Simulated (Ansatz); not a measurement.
Geometry relaxation, with input and output: CH$_{6}$AlN (part 1 of 2)

CH$_{6}$AlN, SMILES N[CH2][AlH2], computed with RKS PBE-D4/def2-SVP (Ansatz 0.2.0).

The geometry: force-field start. Figures and captions count atoms from 1; the log counts them from 0 in places.

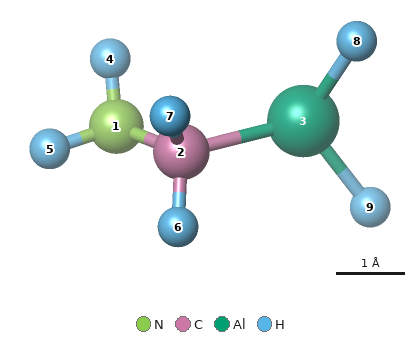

Figure 1. The structure as given in the input (ball-and-stick view, seen on its broad side; atoms are numbered from 1 in the order of the input). Sticks mark near contacts. Bond lengths as drawn: Al–C 1.99 Å, Al–H 1.60 to 1.66 Å, C–H 1.12 to 1.13 Å, C–N 1.40 Å and H–N 1.00 to 1.09 Å.

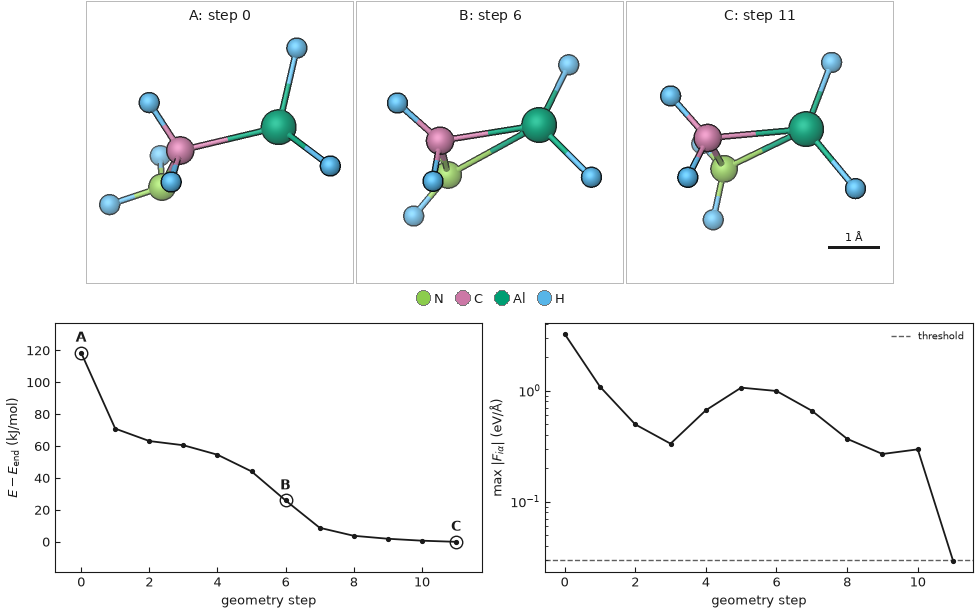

Figure 2. Frames of the relaxation (ball-and-stick view, seen at a tilt) above the curves, on which the letters mark them (the first geometry is step 0 here and step 1 in the log).

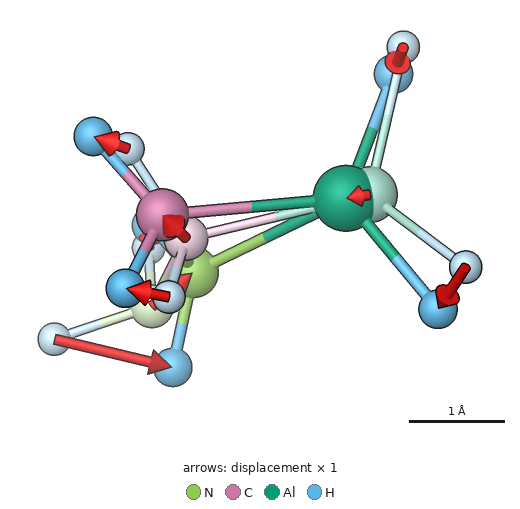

Figure 3. Start (faint) and end (solid) with the displacements as red arrows, at true length (ball-and-stick view, seen at a tilt). The two geometries are laid on each other by the best rigid fit. The atom that moves furthest after the best rigid fit is H5 (1.28 Å). By element the largest moves are H 1.28 Å, N 0.58 Å, C 0.50 Å, Al 0.26 Å. Among the contacts that change: N1–Al3 2.772 → 2.042 Å, N1–C2 1.395 → 1.528 Å, N1–H5 1.088 → 1.027 Å, Al3–H9 1.661 → 1.600 Å. New bonds form: N1–Al3 (2.77 → 2.04 Å). Among the angles that change: N1–C2–Al3 108.8° → 69.9°, Al3–C2–H7 109.8° → 124.2°, Al3–C2–H6 109.0° → 121.8°. Over 11 geometry steps the energy falls by 118.6 kJ/mol. Largest force component: 3.3 eV/Å at the start, 0.029 eV/Å at the end. (Atoms are counted from 1 in the order of the input.)

The input and output of the run follow.

### Input
```yaml
crystal:
  periodic: [false, false, false]
  atoms:
    - {symbol: N, position_ang: [-0.954600, 0.717100, -0.767400]}
    - {symbol: C, position_ang: [0.302900, 0.390200, -0.258400]}
    - {symbol: Al, position_ang: [0.081400, -0.988600, 1.156900]}
    - {symbol: H, position_ang: [-1.296300, -0.033400, -1.339200]}
    - {symbol: H, position_ang: [-0.863000, 1.541600, -1.471700]}
    - {symbol: H, position_ang: [0.795000, 1.300000, 0.189600]}
    - {symbol: H, position_ang: [0.976900, -0.001300, -1.069000]}
    - {symbol: H, position_ang: [0.647400, -2.452700, 0.824300]}
    - {symbol: H, position_ang: [0.398800, -0.519100, 2.717800]}
basis:
  gaussian: {orbitals: def2-SVP}
hamiltonian: {xc: pbe, dispersion: d4}
relax: {f_tol: 0.03, max_steps: 200}
```

Launch command:
```bash
ansatz run in.yaml --threads 2 --pin off --events-out ev --progress --plain --max-ram 4352MiB
```

### Output
```
Functional definition: PBE
  name "PBE"
  cite "Perdew, Burke & Ernzerhof, Phys. Rev. Lett. 77, 3865 (1996) doi:10.1103/PhysRevLett.77.3865"
  parent pbe
  parameter kappa = 0.804
  parameter beta = 0.06672455060314922
  exchange = pbe_x(kappa = kappa, mu = beta*pi^2/3)
  correlation = pbe_c(beta = beta)
871 factors; their error is unknown
mean field evaluation 1: about -9198.5791 eV, gradient 6.4e1 eV
mean field evaluation 2: about -9132.4652 eV, gradient 1.4e2 eV
mean field evaluation 4: about -9208.3806 eV, gradient 1.2e1 eV
mean field evaluation 8: about -9208.7563 eV, gradient 1.3e-1 eV
mean field evaluation 16: about -9208.7085 eV, gradient 1.2e-4 eV
mean field -9208.70852094 eV, -338.4137962578 hartree, gradient 2.3e-5 eV, S^2 0.000000; 0 other end points of the search recorded, 0 dependent functions left out
the calculation of the forces begins
reference -9208.70855972 eV, -338.4137976827 hartree; 16, 16 occupied and 60, 60 virtual orbitals, 871 factors
relax step   1: F+E_penalty+E_count = -9208.83541482 eV  Δ(F+E_penalty+E_count) = +0.000e0 eV  max|allowed force component| = 3.258e0 eV/Å  Δτ_max = 0.0000 Å  (26 SCF iters, accepted)
these checks for a lower state are left out or cut short: starts, cluster_reference, orbital_swaps, neighbouring_geometries, increment
871 factors; their error is unknown
mean field -9209.20314246 eV, -338.4319732635 hartree, gradient 9.7e-6 eV, S^2 0.000000; 0 other end points of the search recorded, 0 dependent functions left out
the calculation of the forces begins
reference -9209.20318210 eV, -338.4319747202 hartree; 16, 16 occupied and 60, 60 virtual orbitals, 871 factors
relax step   2: F+E_penalty+E_count = -9209.32844654 eV  Δ(F+E_penalty+E_count) = -4.930e-1 eV  max|allowed force component| = 1.090e0 eV/Å  Δτ_max = 0.1949 Å  (27 SCF iters, accepted)
these checks for a lower state are left out or cut short: starts, cluster_reference, orbital_swaps, neighbouring_geometries, increment
871 factors; their error is unknown
mean field evaluation 32: about -9209.2841 eV, gradient 1.2e-5 eV
mean field -9209.28406457 eV, -338.4349470960 hartree, gradient 1.2e-5 eV, S^2 0.000000; 0 other end points of the search recorded, 0 dependent functions left out
the calculation of the forces begins
reference -9209.28410440 eV, -338.4349485598 hartree; 16, 16 occupied and 60, 60 virtual orbitals, 871 factors
relax step   3: F+E_penalty+E_count = -9209.40916903 eV  Δ(F+E_penalty+E_count) = -8.072e-2 eV  max|allowed force component| = 4.972e-1 eV/Å  Δτ_max = 0.0882 Å  (26 SCF iters, accepted)
these checks for a lower state are left out or cut short: starts, cluster_reference, orbital_swaps, neighbouring_geometries, increment
871 factors; their error is unknown
mean field -9209.31125871 eV, -338.4359464624 hartree, gradient 1.7e-5 eV, S^2 0.000000; 0 other end points of the search recorded, 0 dependent functions left out
the calculation of the forces begins
reference -9209.31129842 eV, -338.4359479217 hartree; 16, 16 occupied and 60, 60 virtual orbitals, 871 factors
relax step   4: F+E_penalty+E_count = -9209.43647721 eV  Δ(F+E_penalty+E_count) = -2.731e-2 eV  max|allowed force component| = 3.331e-1 eV/Å  Δτ_max = 0.0967 Å  (25 SCF iters, accepted)
these checks for a lower state are left out or cut short: starts, cluster_reference, orbital_swaps, neighbouring_geometries, increment
871 factors; their error is unknown
mean field -9209.37137179 eV, -338.4381555770 hartree, gradient 1.5e-5 eV, S^2 0.000000; 0 other end points of the search recorded, 0 dependent functions left out
the calculation of the forces begins
reference -9209.37141174 eV, -338.4381570454 hartree; 16, 16 occupied and 60, 60 virtual orbitals, 871 factors
relax step   5: F+E_penalty+E_count = -9209.49803814 eV  Δ(F+E_penalty+E_count) = -6.156e-2 eV  max|allowed force component| = 6.666e-1 eV/Å  Δτ_max = 0.1972 Å  (32 SCF iters, accepted)
these checks for a lower state are left out or cut short: starts, cluster_reference, orbital_swaps, neighbouring_geometries, increment
871 factors; their error is unknown
mean field -9209.47764111 eV, -338.4420609028 hartree, gradient 1.4e-5 eV, S^2 0.000000; 0 other end points of the search recorded, 0 dependent functions left out
the calculation of the forces begins
reference -9209.47768102 eV, -338.4420623693 hartree; 16, 16 occupied and 60, 60 virtual orbitals, 871 factors
relax step   6: F+E_penalty+E_count = -9209.60643655 eV  Δ(F+E_penalty+E_count) = -1.084e-1 eV  max|allowed force component| = 1.066e0 eV/Å  Δτ_max = 0.1948 Å  (26 SCF iters, accepted)
these checks for a lower state are left out or cut short: starts, cluster_reference, orbital_swaps, neighbouring_geometries, increment
871 factors; their error is unknown
mean field -9209.66378910 eV, -338.4489017150 hartree, gradient 1.3e-5 eV, S^2 0.000000; 0 other end points of the search recorded, 0 dependent functions left out
the calculation of the forces begins
reference -9209.66382862 eV, -338.4489031675 hartree; 16, 16 occupied and 60, 60 virtual orbitals, 871 factors
relax step   7: F+E_penalty+E_count = -9209.79530914 eV  Δ(F+E_penalty+E_count) = -1.889e-1 eV  max|allowed force component| = 9.943e-1 eV/Å  Δτ_max = 0.1993 Å  (26 SCF iters, accepted)
these checks for a lower state are left out or cut short: starts, cluster_reference, orbital_swaps, neighbouring_geometries, increment
871 factors; their error is unknown
mean field evaluation 64: about -9209.8384 eV, gradient 3.1e-1 eV
mean field -9209.83886427 eV, -338.4553356089 hartree, gradient 8.0e-6 eV, S^2 0.000000; 0 other end points of the search recorded, 0 dependent functions left out
the calculation of the forces begins
reference -9209.83890343 eV, -338.4553370481 hartree; 16, 16 occupied and 60, 60 virtual orbitals, 871 factors
relax step   8: F+E_penalty+E_count = -9209.97293705 eV  Δ(F+E_penalty+E_count) = -1.776e-1 eV  max|allowed force component| = 6.603e-1 eV/Å  Δτ_max = 0.1949 Å  (27 SCF iters, accepted)
these checks for a lower state are left out or cut short: starts, cluster_reference, orbital_swaps, neighbouring_geometries, increment
871 factors; their error is unknown
mean field -9209.88977657 eV, -338.4572066016 hartree, gradient 1.9e-5 eV, S^2 0.000000; 0 other end points of the search recorded, 0 dependent functions left out
the calculation of the forces begins
reference -9209.88981538 eV, -338.4572080278 hartree; 16, 16 occupied and 60, 60 virtual orbitals, 871 factors
relax step   9: F+E_penalty+E_count = -9210.02490339 eV  Δ(F+E_penalty+E_count) = -5.197e-2 eV  max|allowed force component| = 3.685e-1 eV/Å  Δτ_max = 0.2000 Å  (26 SCF iters, accepted)
these checks for a lower state are left out or cut short: starts, cluster_reference, orbital_swaps, neighbouring_geometries, increment
871 factors; their error is unknown
mean field -9209.90842234 eV, -338.4578918209 hartree, gradient 2.0e-5 eV, S^2 0.000000; 0 other end points of the search recorded, 0 dependent functions left out
the calculation of the forces begins
reference -9209.90846092 eV, -338.4578932386 hartree; 16, 16 occupied and 60, 60 virtual orbitals, 871 factors
relax step  10: F+E_penalty+E_count = -9210.04411335 eV  Δ(F+E_penalty+E_count) = -1.921e-2 eV  max|allowed force component| = 2.687e-1 eV/Å  Δτ_max = 0.1659 Å  (27 SCF iters, accepted)
these checks for a lower state are left out or cut short: starts, cluster_reference, orbital_swaps, neighbouring_geometries, increment
871 factors; their error is unknown
mean field -9209.92110872 eV, -338.4583580367 hartree, gradient 1.5e-5 eV, S^2 0.000000; 0 other end points of the search recorded, 0 dependent functions left out
the calculation of the forces begins
reference -9209.92114753 eV, -338.4583594631 hartree; 16, 16 occupied and 60, 60 virtual orbitals, 871 factors
relax step  11: F+E_penalty+E_count = -9210.05671163 eV  Δ(F+E_penalty+E_count) = -1.260e-2 eV  max|allowed force component| = 2.960e-1 eV/Å  Δτ_max = 0.1538 Å  (26 SCF iters, accepted)
these checks for a lower state are left out or cut short: starts, cluster_reference, orbital_swaps, neighbouring_geometries, increment
871 factors; their error is unknown
mean field evaluation 96: about -9209.9287 eV, gradient 1.4e-5 eV
mean field -9209.92869171 eV, -338.4586367066 hartree, gradient 1.4e-5 eV, S^2 0.000000; 0 other end points of the search recorded, 0 dependent functions left out
the calculation of the forces begins
reference -9209.92873052 eV, -338.4586381327 hartree; 16, 16 occupied and 60, 60 virtual orbitals, 871 factors
```
